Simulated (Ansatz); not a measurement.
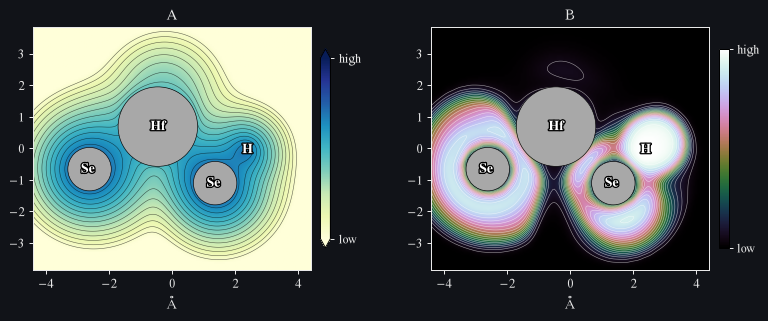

ClH3HfSe3 (SMILES [Cl][Hf]([SeH])([SeH])[SeH]): 2 fields on the plane of atoms Se3, Hf2 and Se5, with unlabelled colour scales. Grey discs cover the atomic cores.

Geometry: PBE0-D4/def2-SVP; core potentials replace the inner electrons of Hf.

All numbers below come from isolated molecule in a Gaussian basis; Kohn-Sham density functional theory, functional PBE0 in Ansatz.

Q: Which field does each panel show? The fields are: electron density and electron localisation function.

A: Panel A: electron density. Panel B: electron localisation function. From the grid: Hf–Se (2.55 Å): ρ at the midpoint is about 0.53 e/Å³; the ELF peaks at about 0.80 in the valence shell of Se, 1.1 Å from its nucleus, and is about 0.60 at the midpoint. Se–H (1.48 Å): the density is about 1.3 e/Å³ at the midpoint; the ELF climbs to about 1 towards the hydrogen, as it does in any bond to H.
